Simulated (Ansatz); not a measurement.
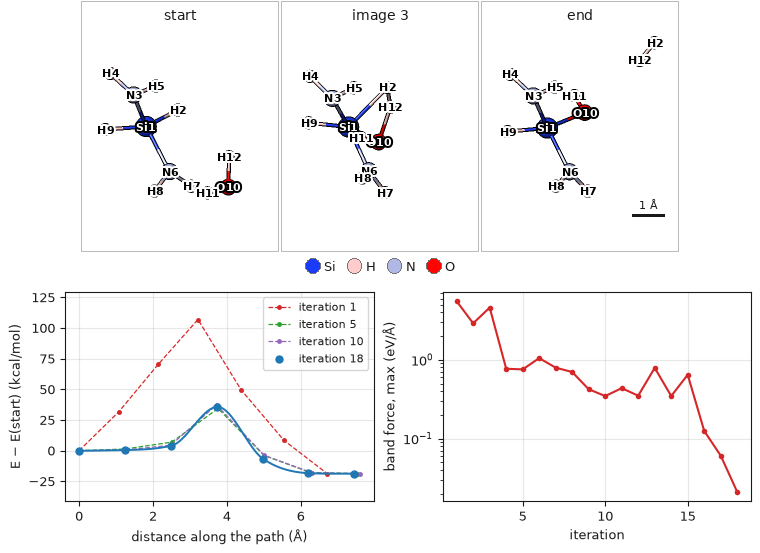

A nudged-elastic-band calculation for SiN2H8O. Images are numbered from 0 (start) to 6 (end). The plot follows the band through its iterations. The picture is a ball-and-stick view, seen from a free direction.

Level of theory: RKS PBE0-D4/6-31G* in Ansatz. Set-up: 5 movable images; climbing image; force threshold 0.03 eV/Å; iteration limit 60; starting path through a guess of the saddle point.

> Judge this run.

The result is final at these settings. The band converged in 18 iterations. The largest component of the band force went from 5.5 to 0.021 eV/Å. The climbing image converged on the top of the path. Its vibrational analysis gives one imaginary mode (1318i cm⁻¹), as a transition state must have. The first iteration put the highest image at 107.0 kcal/mol. The energy climbs by 35.7 kcal/mol to image 3 and then falls by 54.4 kcal/mol, so the end point sits at −18.7 kcal/mol.

Cost: 5.8 min on 1 thread of Arm Neoverse V1, with other jobs on the host, peak memory 0.16 GiB.
